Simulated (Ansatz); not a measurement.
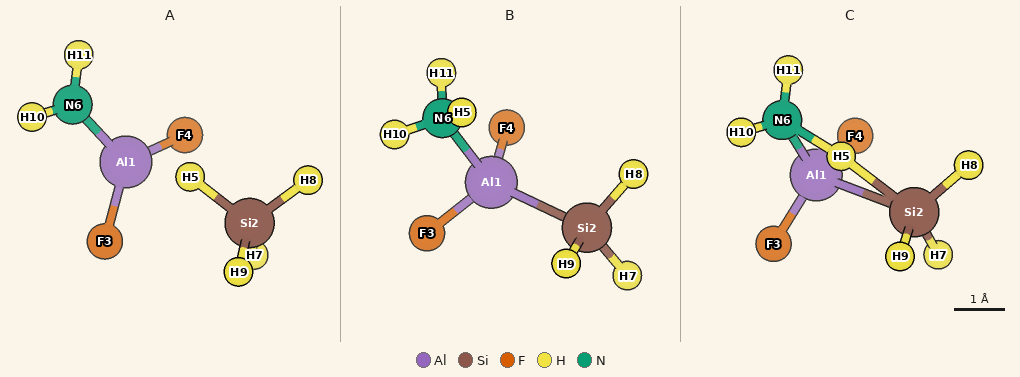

Three geometries of AlSiNH6F2: a saddle point and the two relaxed ends that it joins, in shuffled order. The picture is a ball-and-stick view, seen from a free direction. Sticks join atoms that are closer than about 1.2 times the sum of their covalent radii (a little more with hydrogen).

Stationary points at PBE0-D4/def2-TZVP, single-point energies with CCSD(T)/CBS, PBE-D4, BHLYP-D4, CAM-B3LYP-D4, r2SCAN-D4, wB97M-V (def2-TZVPP where no basis is named; Ansatz 0.2.0). The energies are electronic, without zero-point or thermal terms, and both ends are the relaxed geometries reached downhill from the saddle, with any fragments still in contact. CCSD(T)/CBS stands for a frozen-core estimate: MP2 correlation extrapolated from def2-TZVPP and def2-QZVPP, CCSD(T) minus MP2 from the smaller set.

Question: Which frame is the transition state, what reaction does it lead through, and what barrier is to be expected?

Answer: Frame C is the saddle point. Counted by bonded pieces, B holds AlSiH₆NF₂ and A holds AlH₂NF₂ + SiH₄. From B over the saddle to A, a bond forms: Si2–H5 (3.54 → 1.85 → 1.51 Å). Bonds break: Al1–Si2 (2.45 → 2.68 → 3.13 Å), H5–N6 (1.01 → 1.44 → 2.86 Å). Bonds that stay but change much: Al1–N6 (2.03 → 1.85 → 1.75 Å). The saddle has one imaginary mode, 1274i cm⁻¹. The end B keeps a soft imaginary mode of 36i cm⁻¹, so it isn't quite a minimum. The end A keeps a soft imaginary mode of 45i cm⁻¹, so it isn't quite a minimum. With CCSD(T)/CBS the barrier is 1.81 eV from B and 1.41 eV from A, and A lies 0.40 eV above B.

```csv
level,barrier from B (eV),barrier from A (eV),A less B (eV)
CCSD(T)/CBS,1.81,1.41,0.40
PBE-D4,1.48,0.94,0.54
BHLYP-D4,1.93,1.55,0.38
CAM-B3LYP-D4,1.78,1.41,0.37
r2SCAN-D4,1.55,1.13,0.43
wB97M-V,1.77,1.42,0.35
```

Against CCSD(T)/CBS, CAM-B3LYP-D4 comes closest on the barrier from B (−0.03 eV) and PBE-D4 misses most (−0.33 eV).
